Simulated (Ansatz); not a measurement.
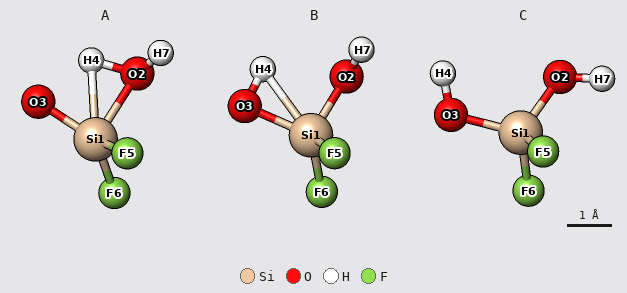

3 geometries from a converged minimum-energy path of SiH$_{2}$O$_{2}$F$_{2}$, shuffled. A ball-and-stick model, seen face on.

Computed with Ansatz 0.2.0, RKS PBE-D4/def2-SVP. Settings: 7 movable images; climbing image; force threshold 0.03 eV/Å; iteration limit 60; starting path through a guess of the saddle point.

Question: Which frame is the transition state?

Answer: A. In order along the path, whose images run from 0 to 8: C (image 0, 0.0 kcal/mol), B (image 4, +11.5 kcal/mol), A (image 6, +46.5 kcal/mol). A hydrogen atom shifts from one atom to another. Breaking: O3–H4 (0.97 → 1.59 at the top → 2.36 Å). Forming: O2–H4 (2.76 → 1.10 at the top → 0.99 Å).

Cost: 39 s on 2 threads of AMD EPYC 9R45 96-Core Processor (Zen 5) (shared host), peak memory 0.19 GiB.
